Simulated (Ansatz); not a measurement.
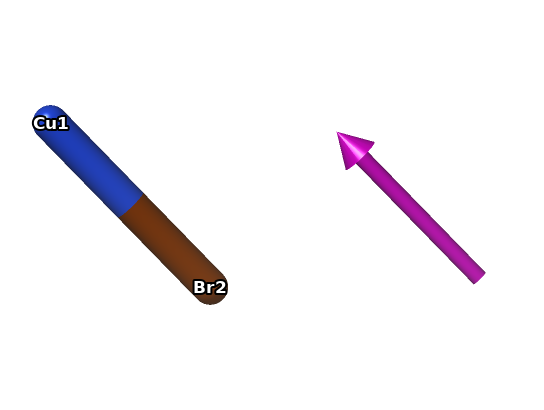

The arrow beside the molecule shows the direction of the dipole moment, from the negative to the positive end (its length means nothing). Charge 0, singlet. The computed structure is the end point of a PBE-D4/def2-SVP optimisation. No frequency run is at hand to confirm it as a minimum. Level of theory: RKS PBE-D4/def2-SVP (Ansatz 0.2.0).

**How large is the dipole moment?**

4.48 D; it points from the side of Br2 to the side of Cu1 (the outermost atoms at the two ends).
